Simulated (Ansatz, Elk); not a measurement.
**YFeBr5: X-ray structure factors from the self-consistent density**

Structure refinements treat a crystal as free atoms side by side. For a made-up structure of YFeBr5 (cell and positions from a PBE relaxation) the runs below show what the calculated density changes in F(hkl).

Calculated with Elk 11.2.3 (patched build); DFT, PBE, all-electron APW+lo, Dirac cores, scalar-relativistic bands, static density, ferromagnetic start.

The structure was built from a prototype and need not be the compound's stable phase.

### 1. Starting point

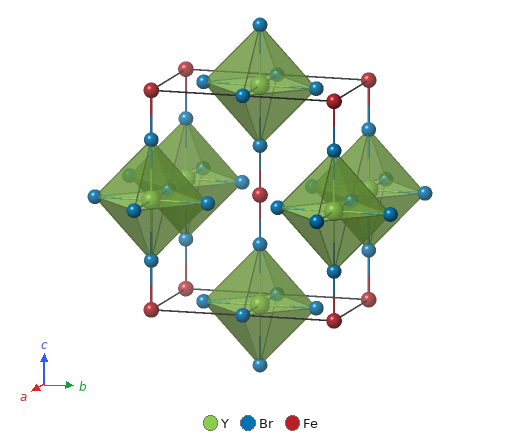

The starting structure, seen slightly off an axis (yttrium green, bromine blue, iron red). This picture shows the conventional cell, with its axes. Some periodic images of atoms are drawn too.

### 2. Ground state and structure factors

An all-electron density is needed, since X-rays see the cores too. Task 0 finds the density and task 195 Fourier-transforms it; tshift is off so that phases refer to the origin typed.

File elk.in:

```
tasks
  0
  195
  196

xctype
  20

spinpol
  .true.

rgkmax
  7.0

gmaxvr
  14.0

lmaxo
  7

lmaxapw
  8

swidth
  0.002

tshift
  .false.

ramdisk
  .false.

hmaxvr
  5.5

maxscl
  120

epspot
  1e-06

reducebf
  0.8

sppath
  './'

avec
  -5.11039168150 8.46420828819 9.88300602042
  5.11039168150 -8.46420828819 9.88300602042
  5.11039168150 8.46420828819 -9.88300602042

atoms
  3
  'Y.in'
  1
  0.5000000000 0.5000000000 -0.0000000000   0.000000 0.000000 0.000000
  'Br.in'
  5
  0.5000000000 0.0000000000 0.5000000000   0.000000 0.000000 0.000000
  0.7746940416 0.7746940416 -0.0000000000   0.000000 0.000000 0.000000
  0.2253059584 0.2253059584 -0.0000000000   0.000000 0.000000 0.000000
  0.1917589099 0.5000000000 0.6917589099   0.000000 0.000000 0.000000
  0.8082410901 0.5000000000 0.3082410901   0.000000 0.000000 0.000000
  'Fe.in'
  1
  -0.0000000000 0.0000000000 -0.0000000000   0.000000 0.000000 -0.165000

ngridk
  4 4 4
```

Launch:

```bash
> OMP_NUM_THREADS=4 elk
```

Numbers of over 12 decimals in the logs are rounded to 6 here.

Output:

```text
┌─────────────────────────┐
│ Elk code version 11.2.3 │
└─────────────────────────┘

All units are atomic (Hartree, Bohr, etc.)

┌─────────────────────────────────────────────────┐
│ Ground-state run starting from atomic densities │
└─────────────────────────────────────────────────┘

Lattice vectors :
  -5.110391682       8.464208288       9.883006020
   5.110391682      -8.464208288       9.883006020
   5.110391682       8.464208288      -9.883006020

Reciprocal lattice vectors :
  0.1482941396E-16  0.3711620209      0.3178782495
  0.6147459626      0.6497188037E-17  0.3178782495
  0.6147459626      0.3711620209     -0.4013305438E-17

Unit cell volume      :    1709.974290
Brillouin zone volume :   0.1450607853

Muffin-tin inner radius fraction :   0.1000000000E-01

Nuclei treated as point charges

Species : 1 (Y)
 parameters loaded from : Y.in
 name : yttrium
 nuclear charge    :   -39.00000000
 electronic charge :    39.00000000
 atomic mass :    162065.4503
 muffin-tin radius :    2.600000000
 number of radial points in muffin-tin :   1193
 inner part over the whole radius :   0.9871815862E-02
 number on inner part of muffin-tin    :    847
 approximate nuclear radius :   0.8135895711E-04
 number of mesh points to nuclear radius :    416
 atomic positions (lattice), magnetic fields (Cartesian) :
  1 :   0.50000000  0.50000000  0.00000000    0.00000000  0.00000000  0.00000000

Species : 2 (Br)
 parameters loaded from : Br.in
 name : bromine
 nuclear charge    :   -35.00000000
 electronic charge :    35.00000000
 atomic mass :    145656.0816
 muffin-tin radius :    2.201700143
 number of radial points in muffin-tin :    993
 inner part over the whole radius :   0.9870433802E-02
 number on inner part of muffin-tin    :    701
 approximate nuclear radius :   0.7858070945E-04
 number of mesh points to nuclear radius :    346
 atomic positions (lattice), magnetic fields (Cartesian) :
  1 :   0.50000000  0.00000000  0.50000000    0.00000000  0.00000000  0.00000000
  2 :  -0.22530596 -0.22530596  0.00000000    0.00000000  0.00000000  0.00000000
  3 :   0.22530596  0.22530596  0.00000000    0.00000000  0.00000000  0.00000000
  4 :   0.19175891  0.50000000 -0.30824109    0.00000000  0.00000000  0.00000000
  5 :  -0.19175891  0.50000000  0.30824109    0.00000000  0.00000000  0.00000000

Species : 3 (Fe)
 parameters loaded from : Fe.in
 name : iron
 nuclear charge    :   -26.00000000
 electronic charge :    26.00000000
 atomic mass :    101799.2075
 muffin-tin radius :    2.201700143
 number of radial points in muffin-tin :    993
 inner part over the whole radius :   0.9993752161E-02
 number on inner part of muffin-tin    :    699
 approximate nuclear radius :   0.7160107270E-04
 number of mesh points to nuclear radius :    333
 atomic positions (lattice), magnetic fields (Cartesian) :
  1 :   0.00000000  0.00000000  0.00000000    0.00000000  0.00000000 -0.16500000

Total number of atoms per unit cell :    7
Total muffin-tin volume :    341.8565137
 ratio of muffin-tin to unit cell volume :   0.1999190957

Spin treatment :
 spin-polarised
 global magnetic field (Cartesian) :    0.000000000       0.000000000       0.000000000
 collinear magnetisation in z-direction

Number of Bravais lattice symmetries :    8
Number of crystal symmetries         :    8
Crystal has inversion symmetry
Real symmetric eigensolver will be used

k-point grid :      4     4     4
k-point offset :    0.000000000       0.000000000       0.000000000
k-point set is reduced with full crystal symmetry group
Total number of k-points :       18

Muffin-tin radius times maximum |G+k| :    7.000000000
 using average radius
Maximum |G+k| for APW functions       :    3.099264863
Maximum (1/2)|G+k|²                   :    4.802721345
Maximum |G| for potential and density :    14.00000000
Constant for pseudocharge density :    9
 order of it for each species :   16  16  16
 order of it for pair densities of each species (exact exchange by exxq0 0: 17) :   13   9   9
[...]
RMS change in Kohn-Sham potential (target) :    1.732758095     (  0.1000000000E-05)
Absolute change in total energy (target)   :    8.835652365     (  0.1000000000E-03)

[... loops 3 to 25 left out ...]

┌──────────────────┐
│ Loop number : 26 │
└──────────────────┘

Energies :
 Fermi                       :     0.53769311091076E-01
 sum of occupied eigenvalues :     -10336.492891200
 electron kinetic            :      18146.157715259
 core electron kinetic       :      16764.444906814
 Coulomb                     :     -35211.023018486
 Coulomb potential           :     -27666.404938894
 nuclear-nuclear             :     -1721.6088888654
 electron-nuclear            :     -39337.334288961
 Hartree                     :      5847.9201593402
 Madelung                    :     -21377.820549039
 xc potential                :     -815.99374478650
 xc effective B-field        :    -0.251913
 external B-field            :      0.000000
 exchange                    :     -615.43741826485
 correlation                 :     -11.694000932585
 electron entropic           :    -0.31053962560044E-03
 total energy                :     -17691.997032964
 (external B-field energy excluded from total)

Density of states at Fermi energy :    14.71665910
 (states/Hartree/unit cell)

Estimated indirect band gap :   0.1313772658E-01
 from k-point 3 to k-point 18
Estimated direct band gap   :   0.1345685835E-01
 at k-point 15

Charges :
 core                        :    128.0000000
 valence                     :    112.0000000
 interstitial                :    14.41861331
 muffin-tins (core leakage)
  species : 1 (Y)
[...]
species : 2 (Br)
[...]
species : 3 (Fe)
[...]
total in muffin-tins        :    225.5813867
 total calculated charge     :    239.9986590
 total charge                :    240.0000000
 error                       :   0.1340952051E-02

Moments :
 interstitial                :   0.3318941078
 muffin-tins
  species : 1 (Y)
[...]
species : 2 (Br)
[...]
species : 3 (Fe)
[...]
total in muffin-tins        :    3.668071008
 total moment                :    3.999965116

RMS change in Kohn-Sham potential (target) :   0.1596017608E-06 (  0.1000000000E-05)
Absolute change in total energy (target)   :   0.5825108383E-04 (  0.1000000000E-03)

Convergence targets achieved

┌──────────────────┐
│ Loop number : 27 │
└──────────────────┘

Energies :
 Fermi                       :     0.53769410018928E-01
 sum of occupied eigenvalues :     -10336.492890443
 electron kinetic            :      18146.157702274
 core electron kinetic       :      16764.444906081
 Coulomb                     :     -35211.023016777
 Coulomb potential           :     -27666.404939203
 nuclear-nuclear             :     -1721.6088888654
 electron-nuclear            :     -39337.334285254
 Hartree                     :      5847.9201573424
 Madelung                    :     -21377.820547176
 xc potential                :     -815.99373609561
 xc effective B-field        :    -0.251913
 external B-field            :      0.000000
 exchange                    :     -615.43741819678
 correlation                 :     -11.694000922072
 electron entropic           :    -0.31052556878341E-03
 total energy                :     -17691.997044148
 (external B-field energy excluded from total)

Density of states at Fermi energy :    14.71582892
 (states/Hartree/unit cell)

Estimated indirect band gap :   0.1313797907E-01
 from k-point 3 to k-point 18
Estimated direct band gap   :   0.1345712524E-01
 at k-point 15

Charges :
 core                        :    128.0000000
 valence                     :    112.0000000
 interstitial                :    14.41861327
 muffin-tins (core leakage)
  species : 1 (Y)
[...]
species : 2 (Br)
[...]
atom 4                    :    32.90321375     (  0.9293794564E-04)
   atom 5                    :    32.90321375     (  0.9293794564E-04)
  species : 3 (Fe)
   atom 1                    :    24.21003873     ( -0.2208578227E-06)
 total in muffin-tins        :    225.5813867
 total calculated charge     :    239.9986590
 total charge                :    240.0000000
 error                       :   0.1340951742E-02

Moments :
 interstitial                :   0.3318943992
 muffin-tins
  species : 1 (Y)
[...]
species : 2 (Br)
[...]
atom 4                    :   0.5078850484E-01
   atom 5                    :   0.5078850484E-01
  species : 3 (Fe)
   atom 1                    :    3.381428761
 total in muffin-tins        :    3.668070717
 total moment                :    3.999965116

┌──────────────────────────────┐
│ Self-consistent loop stopped │
└──────────────────────────────┘

Wrote STATE.OUT
```

It took 11 min on 4 threads of Arm Neoverse V2, shared host; peak memory 0.81 GiB.

SFACRHO.OUT:

```text

h k l indices transformed by vhmat matrix:
   1.000000000       0.000000000       0.000000000    
   0.000000000       1.000000000       0.000000000    
   0.000000000       0.000000000       1.000000000    

      h      k      l  multipl.   |H|            Re(F)            Im(F)           |F|

      0      0      0      1   0.0000000       240.00000     -0.12114450E-14   240.00000    
     -1      0      0      4  0.48867968      -11.286415     -0.29653754E-14   11.286415    
     -1     -1      1      2  0.63575650       95.291192     -0.61934730E-14   95.291192    
      1      0     -1      4  0.69206877      -34.077818      0.19355930E-13   34.077818    
     -1      1      0      4  0.71810434       67.401053     -0.29688942E-14   67.401053    
      1     -1      1      2  0.74232404       106.22799      0.11835619E-13   106.22799    
     -1     -1      2      8  0.95909341      -55.109496     -0.88876227E-14   55.109496    
      0      2     -2      4  0.97735936      -17.695191      0.20774774E-13   17.695191    
      0     -1      2      8   1.0148912       73.251169     -0.17798964E-13   73.251169    
      2      1     -1      4   1.0233184      -46.673955      0.32601586E-13   46.673955    
      1      2     -1      4   1.1346065      -66.252324      0.46095216E-13   66.252324    
      1     -2      2      4   1.1579714      -82.482257      0.22225430E-13   82.482257    
      1     -1     -1      2   1.2294919       194.49333     -0.52270494E-14   194.49333    
     -2     -2      2      2   1.2715130       181.99877      0.69729547E-13   181.99877    
      1     -1      2      4   1.2719134       129.60967     -0.31161680E-13   129.60967    
      0     -1     -1      8   1.3230488      -9.9087810      0.29583162E-14   9.9087810    
      1      2     -3      8   1.3558676       33.425142      0.35605147E-13   33.425142    
      0      2      0      4   1.3841375       80.111182      0.41392972E-13   80.111182
```

Elk indexes on the primitive cell of elk.in and gives |H| = 4π sin θ/λ in inverse bohr. Below, one row stands for each form hkl of the conventional cell (m members, Friedel mates merged), F is for one primitive cell and the density is static (no thermal factor). Free-atom factors are Waasmaier and Kirfel's, and R is Σm||F|−|F'||/Σm|F|.

| hkl | m | sin θ/λ (Å⁻¹) | abs F, DFT | neutral atoms | diff. |
| --- | --- | --- | --- | --- | --- |
| 011 | 4 | 0.073 | 11.286 | 11.294 | -0.008 |
| 002 | 2 | 0.096 | 95.291 | 95.199 | +0.093 |
| 101 | 4 | 0.104 | 34.078 | 33.922 | +0.156 |
| 110 | 4 | 0.108 | 67.401 | 67.460 | -0.059 |
| 020 | 2 | 0.112 | 106.228 | 106.294 | -0.066 |
| 112 | 8 | 0.144 | 55.109 | 54.763 | +0.346 |
| 022 | 4 | 0.147 | 17.695 | 17.382 | +0.313 |
| 121 | 8 | 0.153 | 73.251 | 72.778 | +0.474 |
| 013 | 4 | 0.154 | 46.674 | 46.371 | +0.303 |
| 103 | 4 | 0.171 | 66.252 | 66.086 | +0.166 |
| 031 | 4 | 0.174 | 82.482 | 82.336 | +0.146 |
| 200 | 2 | 0.185 | 194.493 | 194.034 | +0.459 |
| 004 | 2 | 0.191 | 181.999 | 181.586 | +0.413 |
| 130 | 4 | 0.191 | 129.610 | 129.611 | -0.001 |

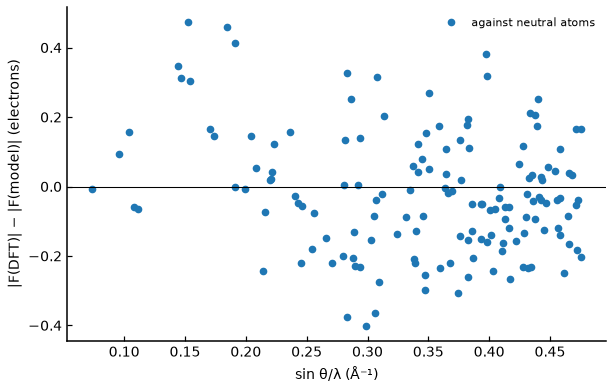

Difference between the calculated structure factors and the independent-atom ones.

### 3. The magnetisation density

The same run holds the spin density, and task 196 transforms it. The order is that of the start, and no other was tried.

SFACMAG_1.OUT:

```text

h k l indices transformed by vhmat matrix:
   1.000000000       0.000000000       0.000000000    
   0.000000000       1.000000000       0.000000000    
   0.000000000       0.000000000       1.000000000    

      h      k      l  multipl.   |H|            Re(F)            Im(F)           |F|

      0      0      0      1   0.0000000       3.9999653     -0.20619592E-16   3.9999653    
     -1      0      0      4  0.48867968       3.3595277     -0.27793150E-16   3.3595277    
     -1     -1      1      2  0.63575650       3.1500917     -0.17507275E-16   3.1500917    
      1      0     -1      4  0.69206877       3.0456301      0.63041888E-16   3.0456301    
     -1      1      0      4  0.71810434       3.2721350     -0.95338570E-19   3.2721350    
      1     -1      1      2  0.74232404       3.2347036      0.31580241E-16   3.2347036    
     -1     -1      2      8  0.95909341       2.7068267     -0.37437991E-17   2.7068267    
      0      2     -2      4  0.97735936       2.6785331      0.43861938E-16   2.6785331    
      0     -1      2      8   1.0148912       2.8599063     -0.15981855E-16   2.8599063    
      2      1     -1      4   1.0233184       2.8215103     -0.45365307E-16   2.8215103    
      1      2     -1      4   1.1346065       2.5693280     -0.19184823E-16   2.5693280    
      1     -2      2      4   1.1579714       2.5904379     -0.94644331E-17   2.5904379    
      1     -1     -1      2   1.2294919       2.5131639     -0.11643347E-16   2.5131639    
     -2     -2      2      2   1.2715130       2.6513012      0.11243104E-15   2.6513012    
      1     -1      2      4   1.2719134       2.5802261     -0.11551164E-16   2.5802261    
      0     -1     -1      8   1.3230488       2.3390707     -0.12974313E-16   2.3390707
```

The total moment is 4.00 μB a cell; sphere moments: Y1 +0.02, Br2 +0.01, Br3 +0.08, Br4 +0.08, Br5 +0.05, Br6 +0.05, Fe7 +3.38 μB. Polarised neutrons measure spin and orbital magnetisation together; without spin-orbit coupling the run gives the spin part:

| hkl | sin θ/λ (Å⁻¹) | abs F_M (μB) |
| --- | --- | --- |
| 011 | 0.073 | 3.360 |
| 002 | 0.096 | 3.150 |
| 101 | 0.104 | 3.046 |
| 110 | 0.108 | 3.272 |
| 020 | 0.112 | 3.235 |
| 112 | 0.144 | 2.707 |
| 022 | 0.147 | 2.679 |
| 121 | 0.153 | 2.860 |
| 013 | 0.154 | 2.821 |
| 103 | 0.171 | 2.569 |
| 031 | 0.174 | 2.590 |
| 200 | 0.185 | 2.513 |
| 004 | 0.191 | 2.651 |
| 130 | 0.191 | 2.580 |

### 4. The highest occupied states alone

An energy window below the Fermi level keeps the highest occupied states, to see at which angles they scatter; shallow core shells can lie inside it and anion s states outside. No new self-consistency is needed.

elk.in: that of step 2 with these lines changed.

```diff
@@ -1,5 +1,3 @@
 tasks
-  0
   195
-  196
 
@@ -44,2 +42,5 @@
 
+wsfac
+  -0.313720 0.353770
+
 sppath
```

Launch:

```bash
> OMP_NUM_THREADS=4 elk
```

Output:

```text
┌─────────────────────────────────┐
│ Elk code version 11.2.3 started │
└─────────────────────────────────┘

Info(readinput): the functional depends on the density's gradient
 muffin-tin radial points multiplied by    2.00000
 (not where nrmtscf is given)

┌────────────────────┐
│ Current task : 195 │
└────────────────────┘
Info(checkmt): changed muffin-tin radius of species 2 (Br) from   2.4000 to   2.2017
Info(checkmt): changed muffin-tin radius of species 3 (Fe) from   2.4000 to   2.2017

Info(sfacrho): density structure factors written to SFACRHO.OUT

 Energy window :  -0.3137200000      0.3537700000

┌──────────────────┐
│ Elk code stopped │
└──────────────────┘
```

It took 33 s on 4 threads; peak memory 0.43 GiB; 40 s of CPU time.

States within 10 eV below the Fermi level hold 35.99 electrons; any levels below the window count with the cores. Their amplitudes can exceed the total, where window and core parts have opposite phase:

| hkl | sin θ/λ (Å⁻¹) | abs F, window | abs F, all |
| --- | --- | --- | --- |
| 011 | 0.073 | 5.380 | 11.286 |
| 002 | 0.096 | 11.217 | 95.291 |
| 101 | 0.104 | 2.682 | 34.078 |
| 110 | 0.108 | 7.527 | 67.401 |
| 020 | 0.112 | 11.310 | 106.228 |
| 112 | 0.144 | 3.405 | 55.109 |
| 022 | 0.147 | 0.379 | 17.695 |
| 121 | 0.153 | 10.878 | 73.251 |
| 013 | 0.154 | 2.000 | 46.674 |
| 103 | 0.171 | 1.090 | 66.252 |

(Continued in part 2 of 2.)

[Logs are printed without paths, hosts, clocks, repeated set-up lines and the standing remarks that a program may print on its own settings, such as how far it seeks lower states.]

[Hosts, paths, dates, database ids (printed as entryN), source tags and the programs' standing remarks are cut or masked in the printed files.]
